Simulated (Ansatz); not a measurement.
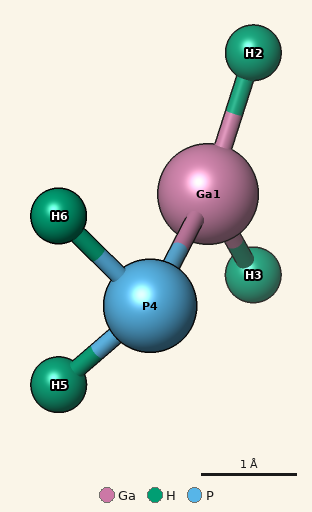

Starting structure of GaPH4. Style: ball-and-stick. Shown from a free direction.

It is one of the separated products of a reaction.

All numbers below come from RKS PBE0-D4/def2-TZVP in Ansatz.

Input
```yaml
crystal:
  periodic: [false, false, false]
  atoms:
    - {symbol: Ga, position_ang: [-1.218148, 0.158219, -0.231416]}
    - {symbol: H, position_ang: [-1.691150, -0.523486, -1.567915]}
    - {symbol: H, position_ang: [-1.752227, 1.577042, 0.188544]}
    - {symbol: P, position_ang: [-0.506778, -1.260478, 1.489551]}
    - {symbol: H, position_ang: [0.426214, -0.347457, 2.052352]}
    - {symbol: H, position_ang: [0.473929, -1.941066, 0.717683]}
basis:
  gaussian: {orbitals: def2-TZVP}
hamiltonian: {xc: pbe0, dispersion: d4}
relax: {f_tol: 0.005, max_steps: 200}
```

Launched with:
```bash
ansatz run in.yaml --threads 4 --pin off --events-out ev --progress --plain --max-ram 9574MiB
```

### What does the optimiser find from here?

Over 5 geometry steps the energy falls by 0.074 eV. Largest force component: 0.61 eV/Å at the start, 0.0041 eV/Å at the end. The atom that moves furthest after the best rigid fit is Ga1 (0.14 Å). Largest moves by element: Ga 0.14 Å, H 0.07 Å, P 0.02 Å. Some distances before and after: Ga1–P4 2.341 → 2.309 Å, Ga1–H2 1.573 → 1.568 Å. Bond angles that change, for instance: H2–Ga1–P4 117.0° → 119.1°.

History of the run:

```csv
step,"E − E(0), eV","largest force component, eV/Å"
0,0.0000,0.6113
1,-0.0386,0.3572
2,-0.0688,0.1591
3,-0.0726,0.1140
4,-0.0739,0.0219
5,-0.0740,0.0041
```

Final geometry:

```xyz
6

Ga   -1.3244    0.0980   -0.1630
H    -1.6262   -0.5148   -1.5748
H    -1.6882    1.5843    0.1811
P    -0.4966   -1.2706    1.5023
H     0.4098   -0.3125    2.0246
H     0.4574   -1.9216    0.6785
```

After the run, drawn alike:

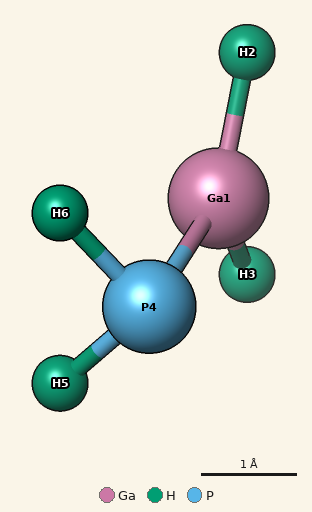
